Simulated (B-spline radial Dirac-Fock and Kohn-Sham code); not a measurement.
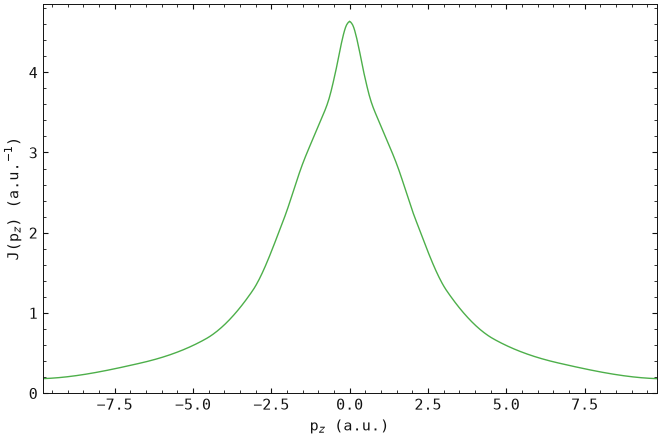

**Figure.** The total Compton profile J(pz). System: Ni²⁺ ([Ar] 3d7 4s1), which is not the ground configuration. The calculation used the impulse approximation on the Dirac–Fock momentum density (average of configuration) (a B-spline radial code).

What can be read from it?

J(0) = 4.63 a.u.⁻¹; the profile falls to half at pz ≈ 2.0 a.u. and is 2.17 at 2.1 a.u. and 0.674 at 4.6 a.u. Its area over all pz is the number of electrons, 26.
